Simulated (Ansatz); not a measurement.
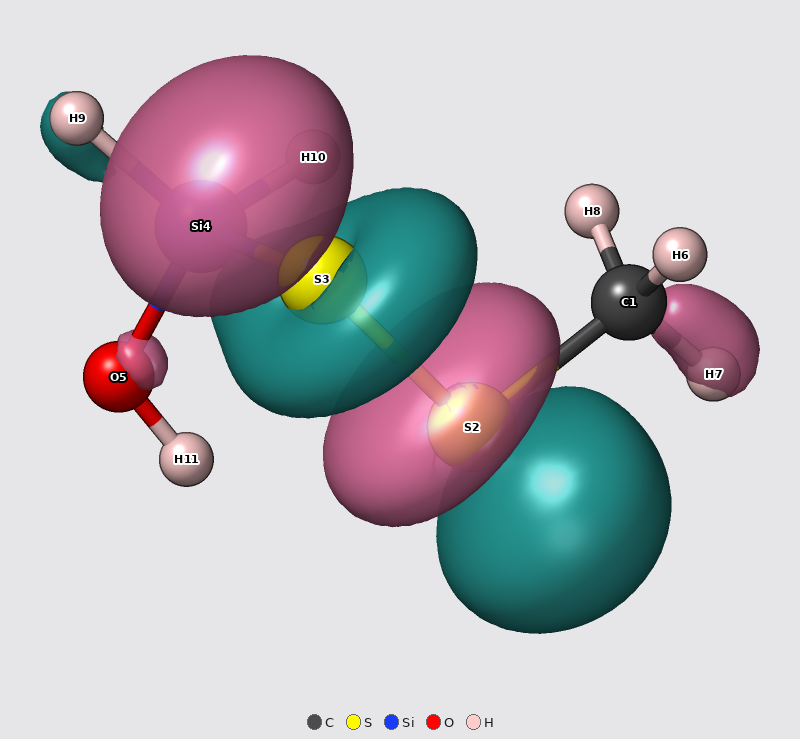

Figure. CH₆OS₂Si. The LUMO at ±0.1 Å⁻³ᐟ² (teal and pink are the two phases), seen at a tilt.

Geometry: PBE0-D4/def2-TZVP.

Method: RKS PBE0-D4/def2-TZVPP (Ansatz 0.2.0).

```yaml
atoms:
  - { symbol: C, position_ang: [-0.9219, -0.6135, 1.7788] }
  - { symbol: S, position_ang: [-1.3966, -0.6538, 0.0428] }
  - { symbol: S, position_ang: [-1.0106, 1.2813, -0.5625] }
  - { symbol: Si, position_ang: [0.9799, 0.8231, -1.2090] }
  - { symbol: O, position_ang: [1.0169, -0.2800, -2.4188] }
  - { symbol: H, position_ang: [-1.5370, 0.1006, 2.3250] }
  - { symbol: H, position_ang: [-1.1030, -1.6194, 2.1650] }
  - { symbol: H, position_ang: [0.1339, -0.3681, 1.8886] }
  - { symbol: H, position_ang: [1.5687, 2.0685, -1.7515] }
  - { symbol: H, position_ang: [1.7224, 0.3323, -0.0198] }
  - { symbol: H, position_ang: [0.6128, -1.1279, -2.2183] }
```

Question: Where does this orbital lie, and at what energy?

Answer: By Hirshfeld shares it lies mainly on S3 (about 40 %), S2 (about 40 %) and Si4 (about 10 %). Its energy is −0.95 eV.
